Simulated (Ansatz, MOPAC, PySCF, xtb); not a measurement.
Dissociation curve of BeO, singlet.

Levels: RKS-PBE = restricted PBE/cc-pVDZ run with Ansatz (an electronic-structure program); RHF/LANL2DZ = PySCF with restricted Hartree-Fock/LANL2DZ; PM6, restricted, heats of formation (MOPAC); GFN1-xTB (xtb); RKS-CAM-B3LYP = restricted CAM-B3LYP/cc-pVDZ (Ansatz).

Energies are in mEh, each relative to the lowest point of its own curve near equilibrium.

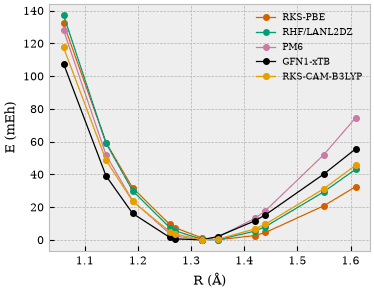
Figure: Energy against bond length for each method.

```json
[
 {"R / Å": "1.06", "RKS-PBE": "132.2", "RHF/LANL2DZ": "137.3", "PM6": "128.2", "GFN1-xTB": "107.6", "RKS-CAM-B3LYP": "117.5"},
 {"R / Å": "1.14", "RKS-PBE": "59.4", "RHF/LANL2DZ": "59.1", "PM6": "51.8", "GFN1-xTB": "39.0", "RKS-CAM-B3LYP": "48.6"},
 {"R / Å": "1.19", "RKS-PBE": "31.8", "RHF/LANL2DZ": "30.0", "PM6": "23.9", "GFN1-xTB": "16.2", "RKS-CAM-B3LYP": "23.6"},
 {"R / Å": "1.26", "RKS-PBE": "9.4", "RHF/LANL2DZ": "7.4", "PM6": "3.7", "GFN1-xTB": "1.5", "RKS-CAM-B3LYP": "4.9"},
 {"R / Å": "1.27", "RKS-PBE": "7.4", "RHF/LANL2DZ": "5.5", "PM6": "2.4", "GFN1-xTB": "0.6", "RKS-CAM-B3LYP": "3.5"},
 {"R / Å": "1.32", "RKS-PBE": "1.2", "RHF/LANL2DZ": "0.3", "PM6": "0.0", "GFN1-xTB": "0.0", "RKS-CAM-B3LYP": "0.0"},
 {"R / Å": "1.35", "RKS-PBE": "0.0", "RHF/LANL2DZ": "0.0", "PM6": "1.8", "GFN1-xTB": "2.0", "RKS-CAM-B3LYP": "0.4"},
 {"R / Å": "1.42", "RKS-PBE": "2.6", "RHF/LANL2DZ": "5.3", "PM6": "13.1", "GFN1-xTB": "11.6", "RKS-CAM-B3LYP": "6.7"},
 {"R / Å": "1.44", "RKS-PBE": "4.5", "RHF/LANL2DZ": "8.1", "PM6": "17.8", "GFN1-xTB": "15.3", "RKS-CAM-B3LYP": "9.6"},
 {"R / Å": "1.55", "RKS-PBE": "20.8", "RHF/LANL2DZ": "29.4", "PM6": "52.1", "GFN1-xTB": "40.3", "RKS-CAM-B3LYP": "31.3"},
 {"R / Å": "1.61", "RKS-PBE": "32.6", "RHF/LANL2DZ": "43.2", "PM6": "74.7", "GFN1-xTB": "55.7", "RKS-CAM-B3LYP": "45.7"}
]
```

At the longest distance, 1.61 Å, PM6 lies highest above its minimum (74.7 mEh) and RKS-PBE lowest (32.6 mEh).

The scan ran from 1.06 to 5.21 Å; beyond the distances shown full CI changes its symmetry label. The restricted form behind RKS-PBE, RHF/LANL2DZ, PM6, RKS-CAM-B3LYP keeps the bonding electrons paired and can't separate into open-shell fragments.
